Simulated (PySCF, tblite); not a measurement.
# C2H10O2Si4: geometry, infrared bands and NMR shifts

Aim: predict the infrared bands and NMR shifts of C2H10O2Si4 (`O=CO[Si@@H]1C[SiH2][SiH2][SiH2]1`).

Computed with tblite 0.8.0 and PySCF 2.14.0, with density-fitted response routines of our own, on a single molecule in the gas phase. Atoms count from 0, in the outputs and in this text.

## (1) The starting structure

18 atoms, charge 0, multiplicity 1; geometry from: force field or distance geometry start.

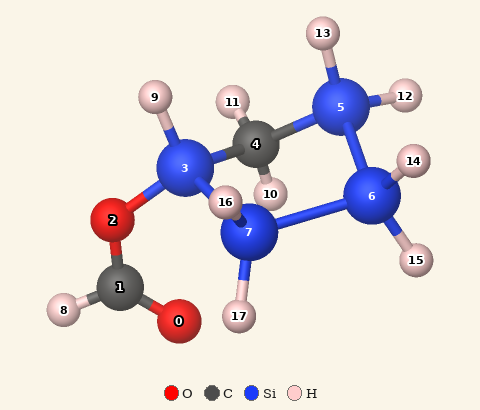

The starting geometry (oxygen red, carbon dark grey, silicon blue, hydrogen pink), atoms numbered.

## (2) Relaxing the molecule with GFN2-xTB

What the job is given:

```
{"job": {"kind": "relax", "xc": "GFN2-xTB", "basis": "xTB"}, "charge": 0, "multiplicity": 1}
O      2.697100    -0.899400     0.868400
C      3.099800    -0.121800     0.008700
O      2.375500     0.682500    -0.769500
Si     0.706400     0.771900    -0.720800
C      0.034700     1.217100     0.971100
Si    -1.793600     0.874000     0.900800
Si    -2.031800    -1.298500     0.108800
Si    -0.235400    -1.280900    -1.355800
H      4.176300     0.007600    -0.220200
H      0.261800     1.783900    -1.693000
H      0.506200     0.620700     1.748500
H      0.227500     2.268700     1.190400
H     -2.408100     1.026100     2.258100
H     -2.452500     1.817000    -0.034300
H     -3.343200    -1.505800    -0.567700
H     -1.827800    -2.292100     1.216300
H     -0.682900    -1.225900    -2.778800
H      0.681200    -2.438700    -1.143000
```

Launch:

```console
> OMP_NUM_THREADS=1 python probes_run.py task.json out
```

The driver reads the jobs from task.json and runs them one after another.

What it wrote:

```text
step      E/eV     max force
  0    -664.44260    2.662
  1    -664.54673    2.691
  2    -664.61712    0.634
  3    -664.64629    0.525
  4    -664.68803    0.472
  5    -664.71709    0.502
  6    -664.75635    0.520
  7    -664.78696    0.348
  8    -664.81262    0.371
  9    -664.83103    0.329
 10    -664.84240    0.246
 11    -664.84744    0.155
 12    -664.84975    0.105
 13    -664.85157    0.104
 14    -664.85390    0.137
 15    -664.85653    0.134
 16    -664.85892    0.126
 17    -664.86076    0.096
 18    -664.86230    0.095
 19    -664.86392    0.118
 20    -664.86577    0.143
 21    -664.86773    0.131
 22    -664.86987    0.128
 23    -664.87222    0.172
 24    -664.87414    0.138
 25    -664.87527    0.077
 26    -664.87601    0.070
 27    -664.87683    0.087
 28    -664.87787    0.111
 29    -664.87893    0.096
 30    -664.87976    0.072
 31    -664.88042    0.068
 32    -664.88120    0.097
 33    -664.88228    0.123
 34    -664.88356    0.112
 35    -664.88479    0.094
 36    -664.88584    0.077
 37    -664.88674    0.072
 38    -664.88760    0.073
 39    -664.88858    0.081
 40    -664.88984    0.087
 41    -664.89140    0.113
 42    -664.89290    0.109
 43    -664.89390    0.059
 44    -664.89442    0.050
 45    -664.89480    0.063
 46    -664.89518    0.123
 47    -664.89576    0.086
 48    -664.89659    0.053
 49    -664.89693    0.043
 50    -664.89732    0.038
 51    -664.89764    0.036
 52    -664.89801    0.040
 53    -664.89843    0.047
 54    -664.89896    0.058
 55    -664.89960    0.072
 56    -664.90033    0.072
 57    -664.90107    0.059
 58    -664.90173    0.079
 59    -664.90225    0.101
 60    -664.90270    0.094
 61    -664.90319    0.060
 62    -664.90380    0.056
 63    -664.90459    0.118
 64    -664.90563    0.179
 65    -664.90689    0.181
 66    -664.90809    0.114
 67    -664.90916    0.088
 68    -664.91017    0.071
 69    -664.91099    0.086
 70    -664.91170    0.166
 71    -664.91273    0.109
 72    -664.91429    0.081
 73    -664.91591    0.096
 74    -664.91726    0.119
 75    -664.91887    0.101
 76    -664.92008    0.123
 77    -664.92158    0.095
 78    -664.92326    0.121
 79    -664.92687    0.204
 80    -664.92912    0.142
 81    -664.93223    0.117
 82    -664.93564    0.212
 83    -664.93733    0.170
 84    -664.94014    0.170
 85    -664.94286    0.274
 86    -664.94747    0.170
 87    -664.95215    0.166
 88    -664.96169    0.317
 89    -664.97251    0.288
 90    -664.97992    0.420
 91    -664.98776    0.288
 92    -664.98791    0.416
 93    -664.99450    0.279
 94    -664.99932    0.245
 95    -665.00240    0.102
 96    -665.00627    0.142
 97    -665.01155    0.205
 98    -665.02086    0.334
 99    -665.02473    0.210
100    -665.02841    0.163
101    -665.03184    0.158
102    -665.03514    0.147
103    -665.03708    0.097
104    -665.03945    0.121
105    -665.04104    0.118
106    -665.04246    0.097
107    -665.04374    0.092
108    -665.04546    0.100
109    -665.04687    0.085
110    -665.04850    0.077
111    -665.05002    0.079
112    -665.05147    0.088
113    -665.05256    0.072
114    -665.05325    0.063
115    -665.05386    0.059
116    -665.05467    0.075
117    -665.05595    0.118
118    -665.05779    0.133
119    -665.06006    0.138
120    -665.06200    0.112
121    -665.06323    0.079
122    -665.06387    0.067
123    -665.06431    0.066
124    -665.06481    0.058
125    -665.06553    0.074
126    -665.06673    0.099
127    -665.06773    0.094
128    -665.06832    0.069
129    -665.06875    0.039
130    -665.06912    0.057
131    -665.06938    0.065
132    -665.06974    0.050
133    -665.07007    0.045
134    -665.07046    0.049
135    -665.07084    0.039
136    -665.07117    0.050
137    -665.07138    0.026
138    -665.07152    0.038
139    -665.07164    0.027
140    -665.07178    0.031
141    -665.07195    0.036
142    -665.07214    0.036
143    -665.07233    0.038
144    -665.07251    0.032
145    -665.07265    0.022
146    -665.07276    0.024
147    -665.07287    0.027
148    -665.07299    0.038
149    -665.07311    0.036
150    -665.07323    0.030
151    -665.07335    0.031
152    -665.07347    0.022
153    -665.07356    0.028
154    -665.07364    0.020
155    -665.07372    0.030
156    -665.07384    0.038
157    -665.07406    0.038
158    -665.07436    0.034
159    -665.07469    0.045
160    -665.07497    0.044
161    -665.07515    0.029
162    -665.07523    0.014
163    -665.07527    0.011
164    -665.07529    0.010
165    -665.07530    0.008
```

Wall time 1.9 s (1 thread of Arm Neoverse V1, shared host); peak memory 0.18 GiB.

Relaxation path: (not every step is listed)

```tsv
step	energy from step 0 (eV)	largest force (eV/Å)
0	0.0000	2.6623
1	-0.1041	2.6914
2	-0.1745	0.6344
3	-0.2037	0.5246
4	-0.2454	0.4722
5	-0.2745	0.5016
6	-0.3138	0.5197
7	-0.3444	0.3476
8	-0.3700	0.3711
23	-0.4296	0.1718
38	-0.4450	0.0726
53	-0.4558	0.0467
68	-0.4676	0.0707
83	-0.4947	0.1702
98	-0.5783	0.3341
113	-0.6100	0.0724
128	-0.6257	0.0687
143	-0.6297	0.0383
158	-0.6318	0.0341
160	-0.6324	0.0444
161	-0.6326	0.0287
162	-0.6326	0.0144
163	-0.6327	0.0114
164	-0.6327	0.0097
165	-0.6327	0.0083
```

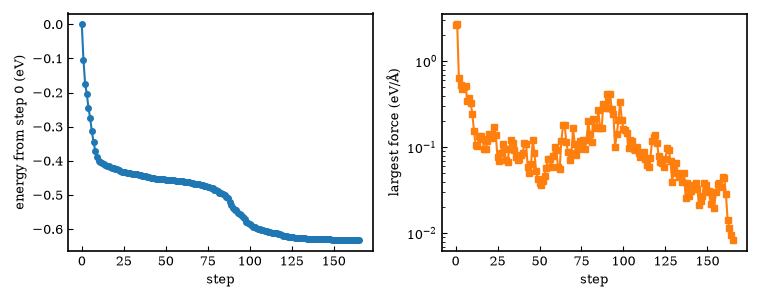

Energy and force, step by step.

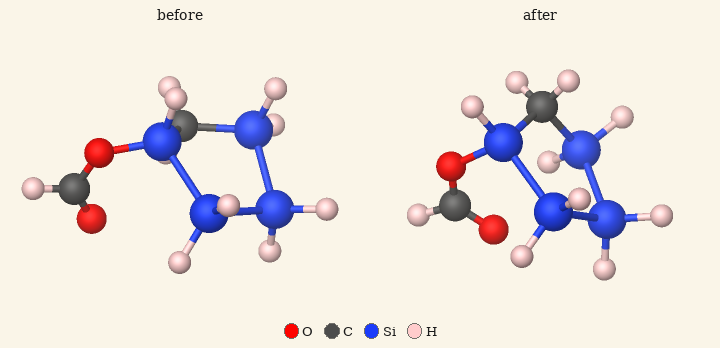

Before and after, at one scale.

Distances of close pairs at the start and the end, largest changes first:

```tsv
bond	before (Å)	after (Å)	change (Å)
C4–Si5	1.862	1.928	+0.067
C1–O2	1.333	1.287	-0.046
O2–Si3	1.672	1.716	+0.044
Si3–C4	1.874	1.911	+0.037
Si6–H15	1.502	1.466	-0.036
Si5–H12	1.498	1.468	-0.030
Si6–Si7	2.318	2.341	+0.023
Si3–Si7	2.346	2.324	-0.022
```

The next job starts from the end point, and lists it.

## (3) Infrared spectrum with GFN2-xTB

What the job is given:

```
{"job": {"kind": "ir", "xc": "GFN2-xTB", "basis": "xTB"}, "charge": 0, "multiplicity": 1}
O      1.306183    -1.231188     0.911588
C      2.234050    -0.488517     0.713605
O      2.255297     0.481008    -0.132781
Si     0.878309     0.873591    -1.078842
C     -0.315453     1.747413     0.131468
Si    -1.254632     0.574815     1.340377
Si    -1.620423    -1.384465     0.135052
Si    -0.153497    -1.122728    -1.669842
H      3.188759    -0.586919     1.262527
H      1.609513     1.850290    -1.890090
H      0.223040     2.499800     0.708531
H     -1.051867     2.295501    -0.457209
H     -0.438864     0.437816     2.553142
H     -2.451263     1.317852     1.773971
H     -3.020969    -1.495528    -0.323858
H     -1.428086    -2.613313     0.910415
H     -0.796888    -0.958970    -2.988445
H      0.828030    -2.190142    -1.911264
```

What it wrote:

```text
mode    cm-1     km/mol
  1      48.3      1.29
  2      67.5      0.43
  3      91.3      0.22
  4     115.3      2.48
  5     151.1      2.29
  6     170.8      6.05
  7     210.1      3.78
  8     257.3     16.10
  9     309.6      8.17
 10     339.5     49.29
 11     365.0      3.53
 12     403.1     22.78
 13     417.0     21.73
 14     423.1      6.47
 15     443.6      6.34
 16     483.3    136.08
 17     490.1      6.28
 18     513.3      3.75
 19     534.7     23.17
 20     566.2    111.74
 21     577.9    104.11
 22     622.3    191.48
 23     639.6    238.57
 24     657.2     76.94
 25     703.5     36.89
 26     720.9    510.31
 27     767.6    168.42
 28     773.4    143.02
 29     816.7    112.68
 30     829.9    386.58
 31     849.9    108.39
 32     947.2      9.22
 33    1003.2      1.03
 34    1118.5     48.92
 35    1251.8    186.46
 36    1368.1     11.31
 37    1462.2      0.78
 38    1731.2    309.28
 39    2108.7    108.33
 40    2127.7    391.12
 41    2156.4    400.11
 42    2178.0    320.74
 43    2208.8    197.77
 44    2216.7    301.76
 45    2223.9    495.01
 46    2799.7    138.92
 47    2965.9     36.69
 48    2977.1     15.20
```

It took 1.1 s on 1 thread of Arm Neoverse V1, shared host; peak memory 0.18 GiB.

Which atoms move in the most intense modes:

```tsv
cm⁻¹	km/mol	atoms
721	510.3	C4 24 %, Si5 20 %, H13 12 %, H12 12 %
830	386.6	H17 28 %, H16 26 %, H12 14 %, H13 14 %
1731	309.3	C1 62 %, O0 36 %
2128	391.1	H16 87 %
2156	400.1	H13 90 %
2178	320.7	H17 93 %
2217	301.8	H15 85 %
2224	495.0	H9 91 %
```

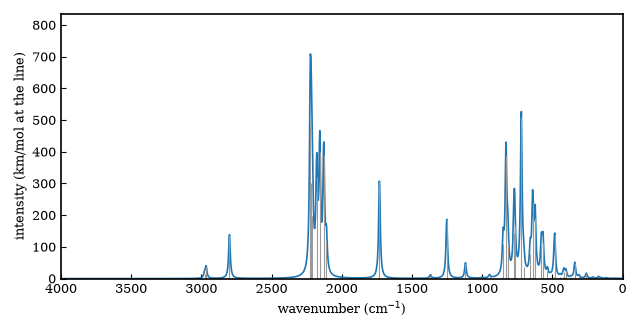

The infrared spectrum from these modes, unscaled. Lines are broadened to a width of 14 cm⁻¹ (Lorentzian).

## (4) Nuclear shieldings: PBE0/pcSseg-1

Same as in step 3 but for these lines:

```diff
@@ -1,2 +1,2 @@
-{"job": {"kind": "ir", "xc": "GFN2-xTB", "basis": "xTB"}, "charge": 0, "multiplicity": 1}
+{"job": {"kind": "nmr", "xc": "PBE0", "basis": "pcSseg-1"}, "charge": 0, "multiplicity": 1}
 O      1.306183    -1.231188     0.911588
```

Level: GIAO PBE0/pcSseg-1 NMR shielding, non-relativistic, gas phase.

What it wrote:

```text
coarse grid: 17040 points
cycle   1  E = -1389.6770926150  dE =  8.958e-01  |g| = 9.243e-01  |ddm| = 3.937e+00
cycle   2  E = -1389.3873020053  dE =  2.898e-01  |g| = 1.543e+00  |ddm| = 1.625e+00
cycle   3  E = -1389.8240662817  dE = -4.368e-01  |g| = 2.713e-01  |ddm| = 1.162e+00
cycle   4  E = -1389.8369860036  dE = -1.292e-02  |g| = 7.835e-02  |ddm| = 2.233e-01
cycle   5  E = -1389.8380130525  dE = -1.027e-03  |g| = 1.775e-02  |ddm| = 6.064e-02
cycle   6  E = -1389.8380778885  dE = -6.484e-05  |g| = 5.097e-03  |ddm| = 2.173e-02
cycle   7  E = -1389.8380842818  dE = -6.393e-06  |g| = 1.342e-03  |ddm| = 6.558e-03
final grid: 146256 points
cycle   8  E = -1389.9018991134  dE = -8.295e-06  |g| = 1.202e-02  |ddm| = 2.216e-02
cycle   9  E = -1389.9018582916  dE =  4.082e-05  |g| = 1.891e-02  |ddm| = 2.030e-02
cycle  10  E = -1389.9019249082  dE = -6.662e-05  |g| = 2.142e-03  |ddm| = 1.291e-02
cycle  11  E = -1389.9019257454  dE = -8.373e-07  |g| = 4.574e-04  |ddm| = 1.744e-03
cycle  12  E = -1389.9019257816  dE = -3.619e-08  |g| = 8.478e-05  |ddm| = 3.863e-04
cycle  13  E = -1389.9019257835  dE = -1.829e-09  |g| = 2.881e-05  |ddm| = 1.658e-04
cycle  14  E = -1389.9019257837  dE = -1.996e-10  |g| = 7.854e-06  |ddm| = 4.194e-05
converged SCF energy = -1389.9019257837

GIAO shielding tensors (ppm)
atom      isotropic    diamagn.    paramagn.     s11        s22        s33       span
  0 O     -112.875     404.587    -517.462   -372.187   -207.357    240.919    613.105
  1 C       16.973     248.432    -231.459    -75.127     42.957     83.088    158.215
  2 O      108.462     402.147    -293.684    -35.428    139.353    221.462    256.890
  3 Si     328.938     881.505    -552.566    284.618    343.785    358.412     73.794
  4 C      188.385     259.884     -71.499    171.638    195.086    198.430     26.792
  5 Si     414.137     880.392    -466.255    378.766    404.271    459.373     80.607
  6 Si     466.668     880.411    -413.743    453.247    459.416    487.341     34.094
  7 Si     470.481     881.526    -411.045    457.008    462.962    491.473     34.465
  8 H       23.674      26.459      -2.784     18.913     22.785     29.325     10.412
  9 H       26.044      29.806      -3.762     22.233     23.970     31.930      9.698
 10 H       31.064      31.862      -0.799     25.750     27.866     39.574     13.824
 11 H       32.194      32.189       0.005     26.945     28.854     40.781     13.836
 12 H       27.738      30.138      -2.399     24.548     25.435     33.232      8.683
 13 H       27.400      29.184      -1.783     23.108     25.043     34.050     10.942
 14 H       28.200      29.180      -0.980     24.317     25.076     35.207     10.890
 15 H       27.927      29.065      -1.139     24.330     24.887     34.562     10.232
 16 H       28.375      29.450      -1.075     24.348     25.086     35.691     11.343
 17 H       28.108      29.337      -1.230     24.408     25.605     34.310      9.902
```

Wall time 56 s (1 thread of Arm Neoverse V1, shared host); peak memory 1.1 GiB.

The references, computed at this level on geometries of the same kind, shield at (ppm): 1H TMS 31.72, 13C TMS 186.9, 29Si TMS 349.2, 17O H2O 336.1. Their shielding less the atom's gives the shift. The references are single molecules in the gas phase, so shifts against H2O, NH3, PH3, H3PO4 or CFCl3 are not on the usual liquid scales and can be off by tens of ppm.

```tsv
atoms	environment	σ (ppm)	δ (ppm)	δ scaled to CDCl3
C1	carbonyl carbon	17.0	170.0	164.0
C4	sp3 CH2 bonded to 2 Si	188.4	-1.5	-3.3
H8	hydrogen on a carbonyl carbon	23.67	8.04	7.69
H9	hydrogen on a silicon bonded to C, O, Si, in a 5-membered ring	26.04	5.67	–
H13	hydrogen on a silicon bonded to C, Si, in a 5-membered ring	27.40	4.32	–
H12	hydrogen on a silicon bonded to C, Si, in a 5-membered ring	27.74	3.98	–
H15	hydrogen on a silicon bonded to 2 Si, in a 5-membered ring	27.93	3.79	–
H17	hydrogen on a silicon bonded to 2 Si, in a 5-membered ring	28.11	3.61	–
H14	hydrogen on a silicon bonded to 2 Si, in a 5-membered ring	28.20	3.52	–
H16	hydrogen on a silicon bonded to 2 Si, in a 5-membered ring	28.38	3.34	–
H10	hydrogen on an sp3 CH2 bonded to 2 Si	31.06	0.65	0.72
H11	hydrogen on an sp3 CH2 bonded to 2 Si	32.19	-0.48	-0.34
O0	carbonyl oxygen	-112.9	449.0	–
O2	oxygen bonded to C, Si	108.5	227.6	–
Si3	silicon bonded to C, O, Si, H, in a 5-membered ring	328.9	20.2	–
Si5	silicon bonded to C, Si, 2 H, in a 5-membered ring	414.1	-65.0	–
Si6	silicon bonded to 2 Si, 2 H, in a 5-membered ring	466.7	-117.5	–
Si7	silicon bonded to 2 Si, 2 H, in a 5-membered ring	470.5	-121.3	–
```

The scaled column applies a straight-line fit of computed shieldings to shifts measured in CDCl3 (root-mean-square error 0.16 ppm for H, 1.9 ppm for C).

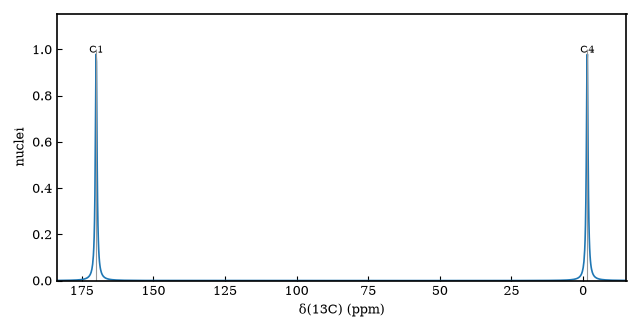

13C lines at the computed shifts, without couplings. Lines are broadened to a width of 0.69 ppm (Lorentzian).

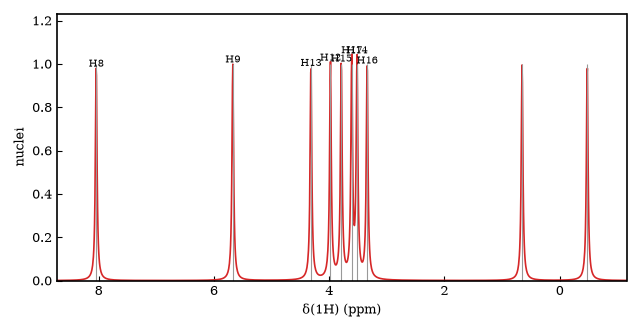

1H lines at the computed shifts, without couplings. Lines are broadened to a width of 0.03 ppm (Lorentzian).

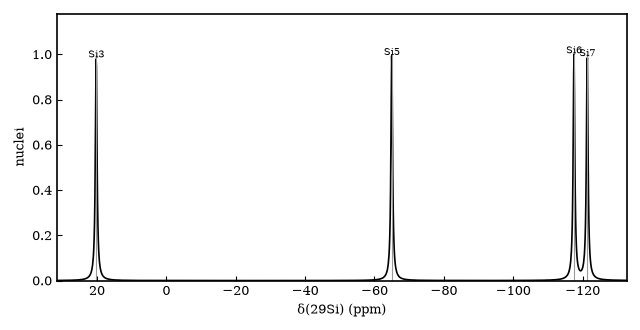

29Si lines at the computed shifts, without couplings. Lines are broadened to a width of 0.57 ppm (Lorentzian).

The run also stored atomic charges by several schemes (e):

```tsv
atoms	Mulliken	IAO	Hirshfeld	ESP fit
O0	-0.44	-0.47	-0.21	-0.57
C1	0.49	0.42	0.19	0.66
O2	-0.54	-0.54	-0.18	-0.46
Si3	0.62	0.80	0.33	0.45
C4	-0.85	-0.82	-0.25	-0.40
Si5	0.38	0.47	0.23	0.27
Si6	0.03	0.17	0.14	0.19
Si7	0.06	0.14	0.13	0.13
```

IAO charges:

O0 -0.47; C1 0.42; O2 -0.54; Si3 0.80; C4 -0.82; Si5 0.47; Si6 0.17; Si7 0.14; H8 0.13; H9 -0.10; H10 0.17; H11 0.16; H12 -0.10; H13 -0.11; H14 -0.09; H15 -0.07; H16 -0.10; H17 -0.07

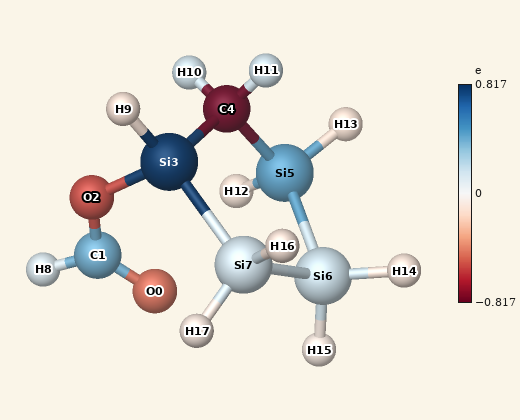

IAO charges, as colours on the atoms.

Mayer bond orders: O0–C1 1.83, C1–O2 1.21, O2–Si3 0.71, Si3–C4 0.93, C4–Si5 0.87, Si5–Si6 0.87, Si6–Si7 0.84, Si7–Si3 0.94.

Ring of atoms Si3, C4, Si5, Si6, Si7: NICS(0) -2.2, NICS(1) -2.7, NICS(1)zz -1.8 ppm (means of both faces).

The fields below are evaluated on a grid from the run's orbitals.

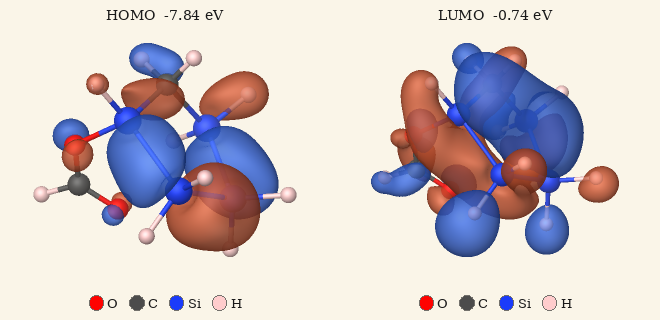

Frontier orbitals at PBE0/pcSseg-1; each surface holds 70 % of the orbital's density, blue and red mark the sign.

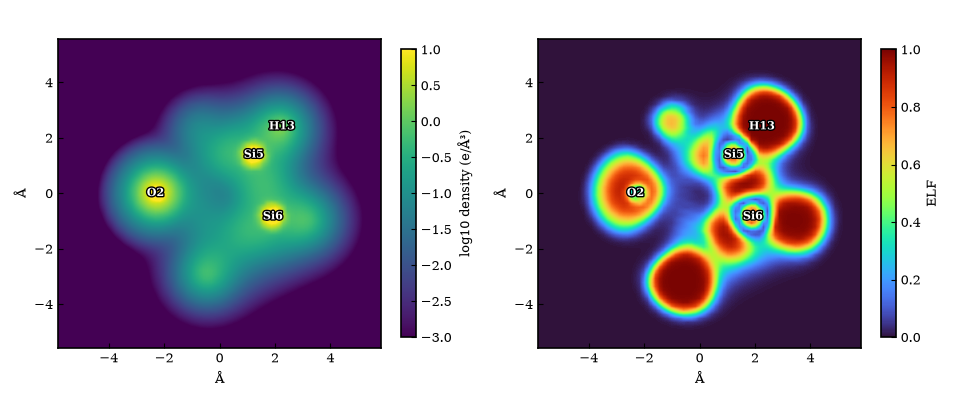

Density (left) and ELF (right) in a plane through or near 4 of the atoms.

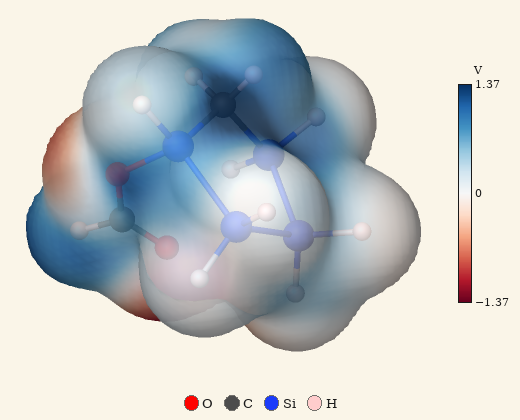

The potential that a unit positive charge feels on the 0.002 e/bohr³ surface, from -1.25 V near O0 to 1.37 V near H11.

## (5) Summary of results

| quantity | value |
| --- | --- |
| strongest single infrared mode (GFN2-xTB) | 721 cm⁻¹, 510 km/mol |
| zero-point energy (GFN2-xTB) | 67.5 kcal/mol |
| 13C shifts against TMS (PBE0/pcSseg-1) | 170.0, -1.5 ppm |
| 1H shifts against TMS (PBE0/pcSseg-1) | 8.04, 5.67, 4.32, 3.98, 3.79, 3.61, 3.52, 3.34, 0.65, -0.48 ppm |
| 17O shifts against H2O (PBE0/pcSseg-1) | 449.0, 227.6 ppm |
| 29Si shifts against TMS (PBE0/pcSseg-1) | 20.2, -65.0, -117.5, -121.3 ppm |
| surface potential, least and greatest | -1.25 V and 1.37 V |

In words: Relaxing lowered the energy by 0.633 eV in 165 steps; the close pair that moved most is C4–Si5, from 1.862 to 1.928 Å. All 48 modes are real, so the xTB geometry is a minimum. The strongest single mode, at 721 cm⁻¹, is spread over many atoms; the largest shares are those of C4, Si5. GFN2-xTB is a fitted tight-binding method: band positions and strengths are rough. Its intensities can rank the bands wrongly. At PBE0/pcSseg-1: The widest tensor belongs to O0: span 613 ppm, with a paramagnetic part of -517 ppm. At PBE0/pcSseg-1, counted by nearest atom on the grid, the HOMO lies on Si6, Si7 about 23 % each; Si3, Si5 about 10 % each, the LUMO on Si3, Si7 about 14 % each; H17 10 %.
